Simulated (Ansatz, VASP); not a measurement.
# GeAsPbN: VASP beside Ansatz

Wanted: the spread between two codes on one cell, functional and k mesh. The cell is invented: As first built, before any earlier steps moved the atoms: it takes the GeAs structure with some of its atoms replaced by other elements, volume scaled by an estimate. It may not be a known or stable phase. The cell comes out of the VASP series on this material, whose earlier steps may have relaxed, scaled or displaced it; both programs get it as it stands.

Program: Ansatz 0.2.0. Level of theory: plane waves, with VASP 6.6.1 beside it; single point at PBE. Results are calculated unless marked as measured.

## Step 1: Set-up

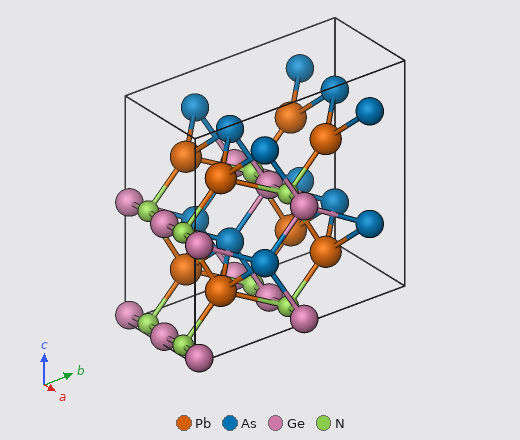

Start, viewed slightly off an axis; lead orange, arsenic blue, germanium pink, nitrogen green. Some periodic images of atoms are drawn too.

Coordinates:

```
Pb As Ge N
1.0
     8.95039    0.00000    0.00000
     0.00000    5.07850    6.87812
     0.00000   -5.07850    6.87812
Pb As Ge N
8 8 8 8
Direct
  0.25000 0.20606 0.20606
  0.25000 0.20606 0.70606
  0.25000 0.70606 0.20606
  0.25000 0.70606 0.70606
  0.75000 0.20606 0.20606
  0.75000 0.20606 0.70606
  0.75000 0.70606 0.20606
  0.75000 0.70606 0.70606
  0.00000 0.33288 0.33288
  0.00000 0.33288 0.83288
  0.00000 0.83288 0.33288
  0.00000 0.83288 0.83288
  0.50000 0.33288 0.33288
  0.50000 0.33288 0.83288
  0.50000 0.83288 0.33288
  0.50000 0.83288 0.83288
  0.00000 0.02014 0.02014
  0.00000 0.02014 0.52014
  0.00000 0.52014 0.02014
  0.00000 0.52014 0.52014
  0.50000 0.02014 0.02014
  0.50000 0.02014 0.52014
  0.50000 0.52014 0.02014
  0.50000 0.52014 0.52014
  0.25000 0.02692 0.02692
  0.25000 0.02692 0.52692
  0.25000 0.52692 0.02692
  0.25000 0.52692 0.52692
  0.75000 0.02692 0.02692
  0.75000 0.02692 0.52692
  0.75000 0.52692 0.02692
  0.75000 0.52692 0.52692
```

## Step 2: Ansatz: single point, PBE

Ansatz runs on its default PAW (the set named soft_2) files.

With cell and atoms fixed, the geometry can't cause a difference; cores, projectors, grids and the points listed under the comparison can.

input.yaml

```yaml
crystal:
  lattice:
    - [8.9503905836, 0.0, 0.0]
    - [0.0, 5.0784964852, 6.8781179974]
    - [0.0, -5.0784964852, 6.8781179974]
  atoms:
    - { symbol: Pb, position: [0.25, 0.2060588601, 0.2060588601] }
    - { symbol: Pb, position: [0.25, 0.2060588601, 0.7060588601] }
    - { symbol: Pb, position: [0.25, 0.7060588601, 0.2060588601] }
    - { symbol: Pb, position: [0.25, 0.7060588601, 0.7060588601] }
    - { symbol: Pb, position: [0.75, 0.2060588601, 0.2060588601] }
    - { symbol: Pb, position: [0.75, 0.2060588601, 0.7060588601] }
    - { symbol: Pb, position: [0.75, 0.7060588601, 0.2060588601] }
    - { symbol: Pb, position: [0.75, 0.7060588601, 0.7060588601] }
    - { symbol: As, position: [0.0, 0.3328762325, 0.3328762325] }
    - { symbol: As, position: [0.0, 0.3328762325, 0.8328762325] }
    - { symbol: As, position: [0.0, 0.8328762325, 0.3328762325] }
    - { symbol: As, position: [0.0, 0.8328762325, 0.8328762325] }
    - { symbol: As, position: [0.5, 0.3328762325, 0.3328762325] }
    - { symbol: As, position: [0.5, 0.3328762325, 0.8328762325] }
    - { symbol: As, position: [0.5, 0.8328762325, 0.3328762325] }
    - { symbol: As, position: [0.5, 0.8328762325, 0.8328762325] }
    - { symbol: Ge, position: [0.0, 0.020143143, 0.020143143] }
    - { symbol: Ge, position: [0.0, 0.020143143, 0.520143143] }
    - { symbol: Ge, position: [0.0, 0.520143143, 0.020143143] }
    - { symbol: Ge, position: [0.0, 0.520143143, 0.520143143] }
    - { symbol: Ge, position: [0.5, 0.020143143, 0.020143143] }
    - { symbol: Ge, position: [0.5, 0.020143143, 0.520143143] }
    - { symbol: Ge, position: [0.5, 0.520143143, 0.020143143] }
    - { symbol: Ge, position: [0.5, 0.520143143, 0.520143143] }
    - { symbol: "N", position: [0.25, 0.0269217644, 0.0269217644] }
    - { symbol: "N", position: [0.25, 0.0269217644, 0.5269217644] }
    - { symbol: "N", position: [0.25, 0.5269217644, 0.0269217644] }
    - { symbol: "N", position: [0.25, 0.5269217644, 0.5269217644] }
    - { symbol: "N", position: [0.75, 0.0269217644, 0.0269217644] }
    - { symbol: "N", position: [0.75, 0.0269217644, 0.5269217644] }
    - { symbol: "N", position: [0.75, 0.5269217644, 0.0269217644] }
    - { symbol: "N", position: [0.75, 0.5269217644, 0.5269217644] }
hamiltonian:
  xc: pbe
  pseudopotentials: { kind: paw }
kpoints:
  mp_grid: { grid: [4, 4, 4] }
scf:
  occupations: { method: methfessel_paxton, width: 0.2 }
  n_extra_bands: 12
output:
  forces: true
  stress: true
  eigenvalues: true
  write_density: true
  write_potential: true
  elf: true
  volumetric_format: npy
```

Launch:

```sh
> ansatz run input.yaml --threads 8 --pin off --max-ram 18432MiB --backend cpu --events-out ev --progress --plain --runs-dir out
```

Numbers of over 12 decimals in the logs are rounded to 6 here.

Log:

```text
scf.n_extra_bands = 12 over 192 filled bands (N_el = 384.0): the run solves 204 bands
Engine: ansatz 0.2.0, aarch64-unknown-linux-gnu
Pseudopotentials: kind: paw
Pseudopotential: Pb, paw, valence charge 14, recommended cutoff 420 eV (normal), Pb.paw.azcp
Pseudopotential: As, paw, valence charge 15, recommended cutoff 420 eV (normal), As.paw.azcp
Pseudopotential: Ge, paw, valence charge 14, recommended cutoff 420 eV (normal), Ge.paw.azcp
Pseudopotential: N, paw, valence charge 5, recommended cutoff 420 eV (normal), N.paw.azcp
Functional definition: PBE
  parameter kappa = 0.804
  parameter beta = 0.066725
  exchange = pbe_x(kappa = kappa, mu = beta*pi^2/3)
  correlation = pbe_c(beta = beta)
Crystal: 32 atoms, lattice volume = 625.283 Å³
Basis set: ecut = 420 eV, 12219 PW (Γ), exchange–correlation on 120×120×120 points (8 copies of the dense FFT grid, shifted against one another)
Bands: 204, of which v1, the nominal top of the filled ones, is band 192 counted from 1 (191 counted from 0)
Symmetry: 32 space group operations
Space group: Amm2 (ITA 38), of the structure as read, at distance tolerance 8.6e-5 Å
k-points: 21 of 64 (time reversal used)
Non-local potential: Pb, projectors of the file, l = 0: 2, l = 1: 2, l = 2: 2, l = 3: 2
Non-local potential: As, projectors of the file, l = 0: 2, l = 1: 2, l = 2: 3, l = 3: 1
Non-local potential: Ge, projectors of the file, l = 0: 2, l = 1: 2, l = 2: 3, l = 3: 1
Non-local potential: N, projectors of the file, l = 0: 2, l = 1: 2, l = 2: 1
PAW form: soft (Blöchl's): semilocal exchange-correlation on the pseudo side does not see the compensation charge
PAW one-centre angular grid: Pb, 590 points (default); XC on 64 Gauss nodes
PAW one-centre angular grid: As, 590 points (default); XC on 64 Gauss nodes
PAW one-centre angular grid: Ge, 590 points (default); XC on 64 Gauss nodes
PAW one-centre angular grid: N, 110 points (default); XC on 64 Gauss nodes
Initial density: superposition of atomic densities (neutral atoms: chi_scale 0, normalization atom), corrected by the library's trained network
Initial wavefunctions: pseudopotential atomic-orbital guess
Functional: x = pbe(κ = 0.804, μ = 0.219515), c = pbe(β = 0.066725)
SCF iter   1: F=—  HF=-171512.007263 eV  |F-HF|=—  |Δ(HF+E_count)|=         —  Δρ=4.66e-3  dr2=1.16e-1  ethr=1.77e-3  ⟨swp⟩=5.1  Hψ=15981  notcnv=0
preconditioner: auto → Kerker (q_TF=auto, 2.515 Å⁻¹)  [metal: Δε(μ)=0.006 eV  Ē_g=14.589 eV  σ=0.200 eV  W_gap=0.03  n_scr=170 (ndim 8)  ℏωp=25.9 eV  f_vac=0.002  D(μ)=14.51/eV (n_scr^D=86)]
SCF iter   2: F=—  HF=-171511.977016 eV  |F-HF|=—  |Δ(HF+E_count)|=   3.02e-2  S|Δr|=    0.00e0  Δρ=2.47e-3  dr2=4.04e-2  ethr=3.03e-5  ⟨swp⟩=1.7  Hψ=5472  notcnv=0
SCF iter   3: F=—  HF=-171511.970002 eV  |F-HF|=—  |Δ(HF+E_count)|=   7.01e-3  S|Δr|=    0.00e0  Δρ=5.09e-4  dr2=2.48e-3  ethr=1.05e-5  ⟨swp⟩=2.0  Hψ=5769  notcnv=0
SCF iter   4: F=—  HF=-171511.969275 eV  |F-HF|=—  |Δ(HF+E_count)|=   7.27e-4  S|Δr|=    0.00e0  Δρ=2.54e-4  dr2=6.66e-4  ethr=6.46e-7  ⟨swp⟩=2.0  Hψ=7459  notcnv=0
SCF iter   5: F=—  HF=-171511.969019 eV  |F-HF|=—  |Δ(HF+E_count)|=   2.55e-4  S|Δr|=    0.00e0  Δρ=9.54e-5  dr2=6.01e-5  ethr=1.73e-7  ⟨swp⟩=2.0  Hψ=7484  notcnv=0
SCF iter   6: F=—  HF=-171511.968578 eV  |F-HF|=—  |Δ(HF+E_count)|=   4.41e-4  S|Δr|=    0.00e0  Δρ=2.88e-5  dr2=5.17e-6  ethr=1.57e-8  ⟨swp⟩=2.0  Hψ=5563  notcnv=0
SCF iter   7: F=—  HF=-171511.968580 eV  |F-HF|=—  |Δ(HF+E_count)|=   2.01e-6  S|Δr|=    0.00e0  Δρ=8.06e-6  dr2=4.80e-7  ethr=1.35e-9  ⟨swp⟩=2.0  Hψ=8340  notcnv=0
SCF iter   8: F=—  HF=-171511.968580 eV  |F-HF|=—  |Δ(HF+E_count)|=   1.31e-7  S|Δr|=    0.00e0  Δρ=3.18e-6  dr2=7.47e-8  ethr=2.60e-11  ⟨swp⟩=11.5  Hψ=38679  notcnv=0
SCF iter   9: F=-171511.968580 eV  HF=-171511.968580 eV  |F-HF|=1.40e-9  |Δ(HF+E_count)|=   2.92e-8  S|Δr|=    0.00e0  Δρ=1.55e-6  dr2=1.91e-8  ethr=1.95e-11  ⟨swp⟩=7.8  Hψ=26819  notcnv=0
SCF 1 converged in 9 iterations: F = -171511.968580 eV  dr2 = 1.91e-8
  greatest PAW one-centre occupation: 0.999 electrons in one spin orbital (limit 2), on the As atom at site 15 (counted from 0), in its partial waves of l = 2
SCF converged after 9 iterations
Stability not checked: this state was not tested for a lower state beside it, because cold or Methfessel-Paxton smearing, or corrected tetrahedra, fill the levels in a way that the test cannot read (fill_not_monotonic; see scf.lower_state_search)
Free energy (F): -171511.968580 eV
Harris-Foulkes:  -171511.968580 eV  (|F-HF|=1.40e-9)
Internal energy: -171511.961661 eV  (E = F + TS)
E sigma→0 (E₀):  -171511.966850 eV
Entropy (-TS):   -0.006919 eV (-0.216 meV/atom)
Fermi energy:    10.257792 eV
Step filling:    the computed levels leave a gap of 0.0102 eV = 0.1 smearing widths at the electron count; against every level under it full and every level over it empty, smearing changes F+E_penalty+E_count by -8.329 meV and its σ→0 estimate by -6.599 meV
--- Per-component energies (eV) ---
  E_band       = -3069.772273
  E_kinetic    = 5008.826162
  E_local      = -41536.139093  (includes V_loc(G=0)·N_el)
  E_nonlocal   = 1140.044534
  E_hartree    = 19277.244656
  E_xc         = -3470.141603
  E_vxc        = -2801.206950  (∫ρ·V_xc dr)
  E_paw        = -115078.736876  (= ΣΔE_a)
  E_vpaw       = -3435.780764  (= ΣTr[D̂ρ^β])
  E_aug_tail   = 0.004223  (compensation charges beyond the density's cutoff)
  E_ewald      = -36853.063663
  E_smearing   = -0.006919  (= −TS)
  E_closure    = 0.000000  (closes the sum)
  Σ components = -171511.968580   (vs F -171511.968580, Δ=0.00e0)
--- Forces (eV/Å), atoms counted from 1 ---
  atom   1  Pb    -0.00000000     0.00000000    -0.07207251
  atom   2  Pb     0.00000000    -0.00000000    -0.07207251
  atom   3  Pb     0.00000000    -0.00000000    -0.07207251
  atom   4  Pb    -0.00000000    -0.00000000    -0.07207251
  atom   5  Pb     0.00000000     0.00000000    -0.07207251
  atom   6  Pb     0.00000000    -0.00000000    -0.07207251
  atom   7  Pb    -0.00000000     0.00000000    -0.07207251
  atom   8  Pb     0.00000000     0.00000000    -0.07207251
  atom   9  As     0.00000000    -0.00000000     0.08976698
  atom  10  As     0.00000000    -0.00000000     0.08976698
  atom  11  As     0.00000000     0.00000000     0.08976698
  atom  12  As     0.00000000     0.00000000     0.08976698
  atom  13  As     0.00000000    -0.00000000     0.08976698
  atom  14  As    -0.00000000    -0.00000000     0.08976698
  atom  15  As     0.00000000     0.00000000     0.08976698
  atom  16  As     0.00000000     0.00000000     0.08976698
  atom  17  Ge    -0.00000000     0.00000000     0.06210522
  atom  18  Ge     0.00000000    -0.00000000     0.06210522
  atom  19  Ge     0.00000000    -0.00000000     0.06210522
  atom  20  Ge    -0.00000000     0.00000000     0.06210522
  atom  21  Ge     0.00000000     0.00000000     0.06210522
  atom  22  Ge    -0.00000000     0.00000000     0.06210522
  atom  23  Ge     0.00000000     0.00000000     0.06210522
  atom  24  Ge     0.00000000     0.00000000     0.06210522
  atom  25  N     -0.00000000     0.00000000    -0.07979669
  atom  26  N     -0.00000000     0.00000000    -0.07979669
  atom  27  N      0.00000000     0.00000000    -0.07979669
  atom  28  N      0.00000000     0.00000000    -0.07979669
  atom  29  N      0.00000000     0.00000000    -0.07979669
  atom  30  N      0.00000000    -0.00000000    -0.07979669
  atom  31  N     -0.00000000    -0.00000000    -0.07979669
  atom  32  N     -0.00000000    -0.00000000    -0.07979669
  max |Σ_I F_I| component: 2.40e-5 eV/Å
--- Stress (GPa, compression-positive) ---
       -0.257834      -0.000000      -0.000000
       -0.000000      -0.644252       0.000000
       -0.000000       0.000000      -0.306324
  P = ⅓ Tr σ = -0.4028 GPa (-4.028 kbar)
--- Band table (eV; the first three rows and the last of 21) ---
  k-point 0: bands = [... 188 lower, 9.8754, 9.8754, 10.0922, 10.0922, 10.4765, 10.4765, 10.5787, 10.5787, ... 8 higher]
  k-point 1: bands = [... 188 lower, 9.6722, 9.7683, 10.0378, 10.4252, 10.5356, 10.5653, 10.6322, 10.7496, ... 8 higher]
  k-point 2: bands = [... 188 lower, 10.1877, 10.1877, 10.4281, 10.4281, 10.5481, 10.5481, 10.6600, 10.6600, ... 8 higher]
  k-point 20: bands = [... 188 lower, 10.2484, 10.2484, 10.2484, 10.2484, 10.3396, 10.3396, 10.3396, 10.3396, ... 8 higher]
```

The job ended after 63 s (8 threads of Arm Neoverse V2, shared host; peak memory 5.8 GiB; 8.2 min of CPU time).

The run ends at a pressure of -0.40 GPa, with forces up to 0.090 eV/Å.

## Step 3: VASP: single point, PBE

The same cell, functional, mesh and smearing now go to VASP, with its own data sets and cutoff.

Lines of VASP's logs that name or quote its potential files are left out, and so is its time.

INCAR

```
SYSTEM = GeAsPbN
PREC = Normal
ENCUT = 400
EDIFF = 1E-05
NELM = 120
ISMEAR = 1
SIGMA = 0.2
LREAL = Auto
ALGO = Fast
GGA = PE
LORBIT = 11
LWAVE = .FALSE.
LCHARG = .FALSE.
NCORE = 4
```

POSCAR

```
GeAsPbN
1.0
    8.9503905836      0.0000000000      0.0000000000
    0.0000000000      5.0784964852      6.8781179974
    0.0000000000     -5.0784964852      6.8781179974
Pb As Ge N
8 8 8 8
Direct
    0.2500000000      0.2060588601      0.2060588601
    0.2500000000      0.2060588601      0.7060588601
    0.2500000000      0.7060588601      0.2060588601
    0.2500000000      0.7060588601      0.7060588601
    0.7500000000      0.2060588601      0.2060588601
    0.7500000000      0.2060588601      0.7060588601
    0.7500000000      0.7060588601      0.2060588601
    0.7500000000      0.7060588601      0.7060588601
    0.0000000000      0.3328762325      0.3328762325
    0.0000000000      0.3328762325      0.8328762325
    0.0000000000      0.8328762325      0.3328762325
    0.0000000000      0.8328762325      0.8328762325
    0.5000000000      0.3328762325      0.3328762325
    0.5000000000      0.3328762325      0.8328762325
    0.5000000000      0.8328762325      0.3328762325
    0.5000000000      0.8328762325      0.8328762325
    0.0000000000      0.0201431430      0.0201431430
    0.0000000000      0.0201431430      0.5201431430
    0.0000000000      0.5201431430      0.0201431430
    0.0000000000      0.5201431430      0.5201431430
    0.5000000000      0.0201431430      0.0201431430
    0.5000000000      0.0201431430      0.5201431430
    0.5000000000      0.5201431430      0.0201431430
    0.5000000000      0.5201431430      0.5201431430
    0.2500000000      0.0269217644      0.0269217644
    0.2500000000      0.0269217644      0.5269217644
    0.2500000000      0.5269217644      0.0269217644
    0.2500000000      0.5269217644      0.5269217644
    0.7500000000      0.0269217644      0.0269217644
    0.7500000000      0.0269217644      0.5269217644
    0.7500000000      0.5269217644      0.0269217644
    0.7500000000      0.5269217644      0.5269217644
```

KPOINTS

```
Automatic mesh
0
Gamma
4 4 4
0 0 0
```

Potentials, in the order of the species: Pb, As, Ge and N (PBE family, release 64).

Launch:

```sh
> mpirun -np 4 vasp_std
```

Log:

```text
[banner, memory and clock lines left out]
running    4 mpi-ranks, on    1 nodes
[...]
LDA part: xc-table for (Slater+PW92), standard interpolation
 POSCAR, INCAR and KPOINTS ok, starting setup
[...]
entering main loop
       N       E                     dE             d eps       ncg     rms          rms(c)
DAV:   1     0.657893420679E+03    0.65789E+03   -0.48773E+04  3738   0.111E+03
DAV:   2    -0.699180838983E+02   -0.72781E+03   -0.69768E+03  4451   0.205E+02
DAV:   3    -0.163170083114E+03   -0.93252E+02   -0.88534E+02  4787   0.742E+01
DAV:   4    -0.167466916183E+03   -0.42968E+01   -0.42288E+01  4692   0.161E+01
[...]
RMM:  13    -0.149164145572E+03   -0.93821E-04   -0.17881E-03  4682   0.752E-02    0.549E-02
RMM:  14    -0.149164148369E+03   -0.27972E-05   -0.32936E-04  4673   0.388E-02    0.811E-03
RMM:  15    -0.149164153789E+03   -0.54193E-05   -0.89484E-05  3771   0.165E-02
   1 F= -.14916415E+03 E0= -.14916226E+03  d E =-.568515E-02
```

From OUTCAR (step 3):

```text
  Total       -3.7237023     -7.1769725     -3.8992482      0.0000000      0.0000000      0.0000000
  in kB       -9.5413268    -18.3897193     -9.9911320      0.0000000      0.0000000      0.0000000
  external PRESSURE =     -12.6407260 kB  Pullay stress =       0.0000000 kB

 POSITION                                       TOTAL-FORCE (eV/Angst)
 -----------------------------------------------------------------------------------
      2.23760      0.00000      2.83459         0.000000      0.000000     -0.077957
      2.23760     -2.53925      6.27365         0.000000      0.000000     -0.077957
      2.23760      2.53925      6.27365        -0.000000      0.000000     -0.077957
      2.23760      0.00000      9.71271        -0.000000      0.000000     -0.077957
      6.71279      0.00000      2.83459        -0.000000      0.000000     -0.077957
      6.71279     -2.53925      6.27365         0.000000      0.000000     -0.077957
      6.71279      2.53925      6.27365        -0.000000      0.000000     -0.077957
      6.71279      0.00000      9.71271        -0.000000      0.000000     -0.077957
      0.00000      0.00000      4.57912        -0.000000      0.000000      0.114074
      0.00000     -2.53925      8.01818        -0.000000      0.000000      0.114074
      0.00000      2.53925      8.01818        -0.000000      0.000000      0.114074
      0.00000      0.00000     11.45724        -0.000000      0.000000      0.114074
      4.47520      0.00000      4.57912        -0.000000      0.000000      0.114074
      4.47520     -2.53925      8.01818        -0.000000      0.000000      0.114074
[...]
-----------------------------------------------------------------------------------
    total drift:                                0.000000      0.000003      0.005349

  FREE ENERGIE OF THE ION-ELECTRON SYSTEM (eV)
  ---------------------------------------------------
  free  energy   TOTEN  =      -149.1641537886 eV

  energy  without entropy=     -149.1584686430  energy(sigma->0) =     -149.16225874

[... 3 further parts left out ...]
[key lines of the parts left out:]
E-fermi :   4.7978
```

The run ends at a pressure of -1.26 GPa, with forces up to 0.11 eV/Å.

## Step 4: Side by side

Known differences besides the PAW data sets themselves: the data sets hold 384 valence electrons in Ansatz (default PAW (the set named soft_2) files) and 144 in VASP; the cutoff is 420 eV in Ansatz and 400 eV in VASP (PREC = Normal, projectors in real space); VASP leaves aspherical gradient terms in its spheres out (LASPH is not set), Ansatz keeps them. Total energies have different zeros and are not compared.

Compared:

```tsv
quantity	Ansatz	VASP	difference
pressure (GPa)	-0.40	-1.26	+0.86
```

Forces on 10 of the 32 atoms, picked by the larger force of the two programs (eV/Å; atoms numbered as in POSCAR):

```tsv
atom	Ansatz x, y, z	VASP x, y, z
As9	0.000, 0.000, 0.090	0.000, 0.000, 0.114
As10	0.000, 0.000, 0.090	0.000, 0.000, 0.114
As11	0.000, 0.000, 0.090	0.000, 0.000, 0.114
As12	0.000, 0.000, 0.090	0.000, 0.000, 0.114
As13	0.000, 0.000, 0.090	0.000, 0.000, 0.114
As14	0.000, 0.000, 0.090	0.000, 0.000, 0.114
As15	0.000, 0.000, 0.090	0.000, 0.000, 0.114
As16	0.000, 0.000, 0.090	0.000, 0.000, 0.114
N25	0.000, 0.000, -0.080	0.000, 0.000, -0.110
N26	0.000, 0.000, -0.080	0.000, 0.000, -0.110
```

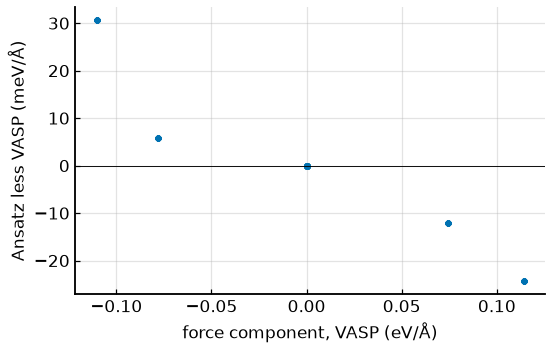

Difference of the force components against their size.

The forces differ by 12 meV/Å r.m.s., which is 21.5 % of the r.m.s. force of 0.06 eV/Å (both taken over all components). Ansatz's pressure holds a Pulay correction of 0.14 GPa; VASP's holds none.

## Step 5: Results

```json
{"r.m.s. force difference (single point, PBE)": "12 meV/Å", "difference in pressure (single point, PBE)": "0.86 GPa"}
```

**Reading.** The r.m.s. force difference is 12 meV/Å (single point, PBE), at about the 12 meV/Å picked in this series as the mark of a large difference. Differences of this kind measure data sets and numerical settings, not the functional's error against experiment.

[Lines on the potential files, build, host, timing and source positions are cut from VASP's logs without a mark.]

[Logs are printed without paths, hosts, clocks, repeated set-up lines and the standing remarks that a program may print on its own settings, such as how far it seeks lower states.]

[Hosts, paths, dates, database ids (printed as entryN), source tags and the programs' standing remarks are cut or masked in the printed files.]
